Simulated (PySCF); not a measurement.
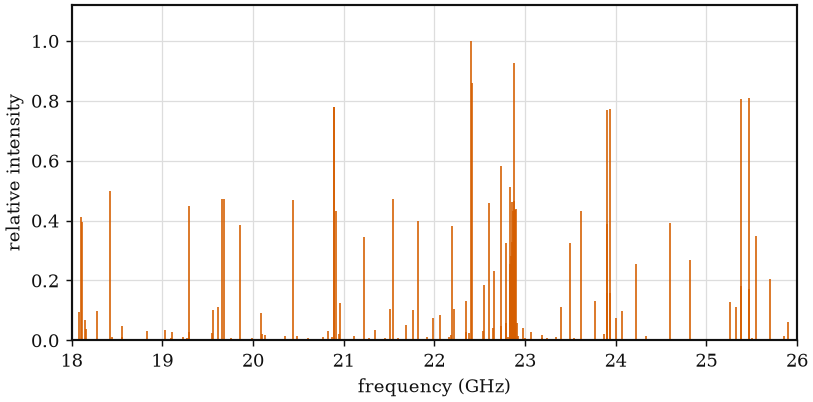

Simulated rotational absorption lines between 18 and 26 GHz at 3 K: rigid rotor with the equilibrium constants and dipole of one optimised conformer (PBE0-D3(BJ)/def2-SVP, PySCF), commonest isotopes; no centrifugal distortion, hyperfine structure, internal rotation or nuclear-spin weights; lines within 1 MHz of each other are summed.

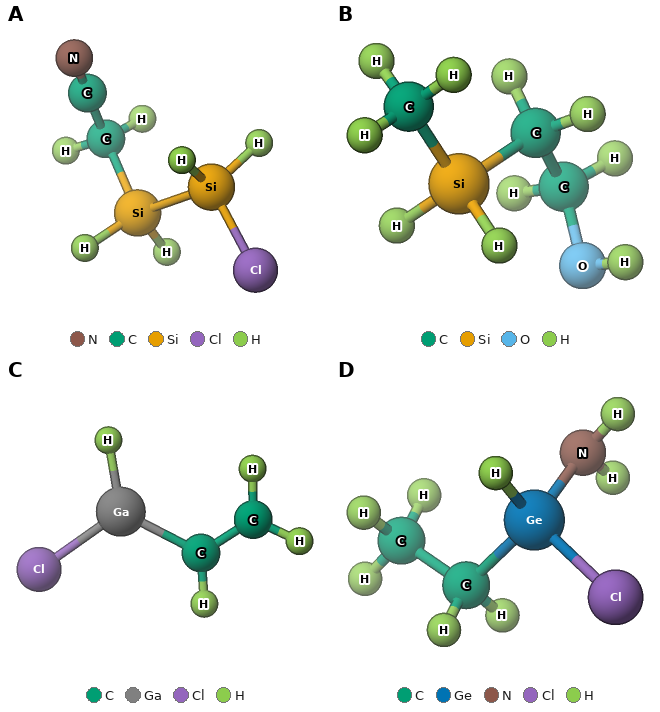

Which molecule gives this spectrum? Choose among the lettered structures.

Structure A, C₂H₆ClNSi₂, SMILES N#CC[SiH2][SiH2]Cl. Rotational constants A, B, C = 4.028, 0.8091, 0.7036 GHz, |μa|, |μb|, |μc| = 0.11, 2.92, 1.30 D.

Note: coarse grid, loose stop and no frequency check, small forces are noise and the end may be a saddle.
